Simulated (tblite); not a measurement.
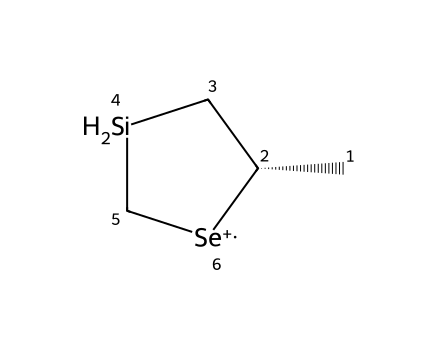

A structural formula, with wedges where it has stereocentres; small numbers name the atoms. The configuration is that of a computed structure (GFN2-xTB).

### Assign CIP descriptors.

C2: S.
